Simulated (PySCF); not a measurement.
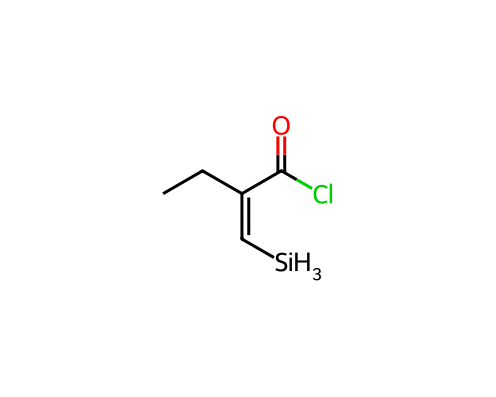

The geometry was computed by an optimisation with GFN2-xTB. No frequency run is at hand to confirm it as a minimum. Properties computed with PBE0/pcSseg-1, gas phase (PySCF 2.14.0).

What does the calculation give?

The species is C5H9ClOSi (`CC/C(=C/[SiH3])C(=O)Cl`).
- dipole moment: 2.92 D
- HOMO energy (Kohn–Sham orbital): −8.35 eV
- LUMO energy (Kohn–Sham orbital): −2.49 eV
- HOMO–LUMO gap: 5.85 eV

The geometry is semi-empirical. Around Si such bond lengths and angles can be off by a tenth of an ångström or more and by several degrees, and values that hang on the shape move with them.
